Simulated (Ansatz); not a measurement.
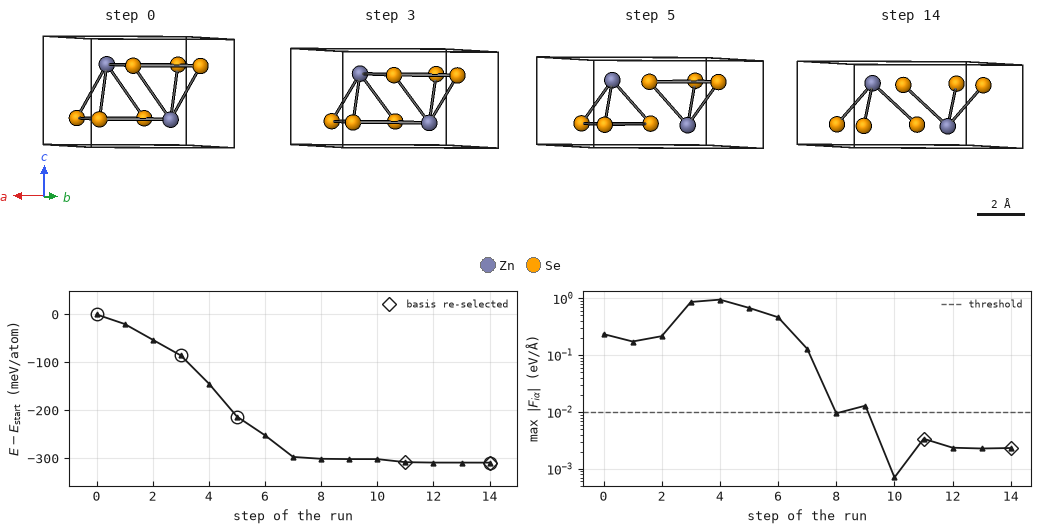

Frames of a relaxation of solid ZnSe3 (built on the Ni3Sn (D0_19)_194 type), marked on the history of the run. A ball-and-stick model of the cell of the calculation, seen from a free direction.

Case: Ni3Sn (D0_19) type (P6_3/mmc, No. 194).

Method: DFT PBE, scalar-relativistic, plane waves, PAW in Ansatz 0.2.0.

The input:
```yaml
crystal:
  lattice:
    - [6.2711014769, 0.0, 0.0]
    - [-3.1355507385, 5.4309331887, 0.0]
    - [0.0, 0.0, 4.666577858]
  atoms:
    - { symbol: Zn, position: [0.3333333333, 0.6666666667, 0.25] }
    - { symbol: Zn, position: [0.6666666667, 0.3333333333, 0.75] }
    - { symbol: Se, position: [0.8233865561, 0.6467731122, 0.25] }
    - { symbol: Se, position: [0.1766134439, 0.8233865561, 0.75] }
    - { symbol: Se, position: [0.3532268878, 0.1766134439, 0.25] }
    - { symbol: Se, position: [0.1766134439, 0.3532268878, 0.75] }
    - { symbol: Se, position: [0.8233865561, 0.1766134439, 0.25] }
    - { symbol: Se, position: [0.6467731122, 0.8233865561, 0.75] }
basis:
  ecutwfc: 420
kpoints:
  mp_grid: { grid: [6, 6, 8] }
hamiltonian:
  xc: pbe
scf:
  occupations: { method: gaussian, width: 0.1 }
output:
  forces: true
  stress: true
  eigenvalues: true
relax:
  adjacent_minimum: "off"
  f_tol: 0.01
  max_steps: 80
  cell: { stress_tol: 0.05 }
```

Run as
```bash
ansatz run input.yaml --threads 1 --pin off --max-ram 2560MiB --backend cpu --events-out ev --progress --plain --runs-dir out
```

What happens along the run?

Answer. Over 12 accepted moves (14 points after the start) the energy falls by 309 meV per atom. Largest force component: 0.23 eV/Å at the start, 0.0023 eV/Å at the end. The pressure goes from 0.48 to 0.00 GPa. At 2 points the geometry stayed and the basis and grid were re-selected for the new cell (energy shift of 6.4 meV per atom at most each time). The largest moves relative to the cell, 0.017 Å, are those of Se3, Se4, Se5, Se6, Se7 and Se8. Se6 goes along [−1 −2 0]. Zn stays in place. The drawn cell changes as follows: a = b 6.271 → 7.395 Å (+17.9 %), c 4.667 → 3.585 Å (−23.2 %); the volume changes by +6.8 %. Near-neighbour distances that change, for instance: Se3–Se5 3.323 → 3.889 Å, Zn1–Se3 3.137 → 3.699 Å, Se3–Se5 (another image) 2.948 → 3.507 Å, Zn1–Se4 2.888 → 2.704 Å. Bond angles that change, for instance: Se4–Zn1–Se4 107.8° → 83.0°, Zn1–Se4–Zn1 107.8° → 83.0°, Se4–Zn1–Se6 61.4° → 80.8°. The space group stays P6_3/mmc (No. 194). From step 0 to 3: Se atoms move most (0.24 Å), volume +4.5 %, energy −85.4 meV per atom. From step 3 to 5: volume +8.0 %, energy −127 meV per atom. From step 5 to 14: Se atoms move most (0.28 Å), volume −5.3 %, energy −96.0 meV per atom.
